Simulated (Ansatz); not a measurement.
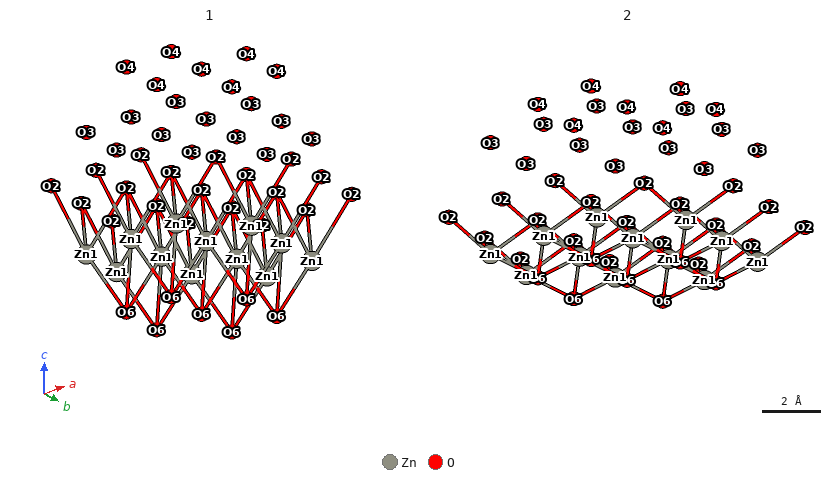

Two geometries of a crystal of ZnO$_{5}$ (a generated structure, set up in P-6m2) (coarse preliminary run), drawn at one scale. One is the start of a relaxation, the other its converged end. Style: ball-and-stick. Shown: the atoms within 5.8 Å of the atom that moves most (axes of the cell of the calculation), from a free direction.

Method: Ansatz 0.2.0, DFT PBE, scalar-relativistic, plane waves, PAW. Set-up: plane-wave cutoff 420 eV; k-point mesh 6 × 6 × 2; occupations gaussian; smearing width 0.1 eV; collinear spin; cell and atoms relaxed; force threshold 0.04 eV/Å; at most 70 steps.

**Which one is relaxed?**

Structure 2 is the relaxed one. The largest moves relative to the cell, 0.73 Å, are those of O2 and O6. O2 goes along −c. Zn stays in place. Cell: a = b 2.643 → 3.131 Å (+18.5 %), c 13.223 → 10.435 Å (−21.1 %). Volume +10.8 %. Among the contacts that change: Zn1–O2 2.714 → 2.089 Å. The space group stays P-6m2 (No. 187). The energy falls by 3.909 eV per cell of the calculation in 14 accepted moves (17 points after the start). Largest force component: 0.96 eV/Å at the start, 0.013 eV/Å at the end. Pressure: −7.04 GPa at the start and 0.10 GPa at the end. The SCF was repeated 3 times at an unchanged geometry on a basis and grid sized afresh for the cell, which shifted the energy by 0.161 eV per cell of the calculation at most.

Limits of the set-up: the k-point mesh is coarse for a cell with partly filled bands.
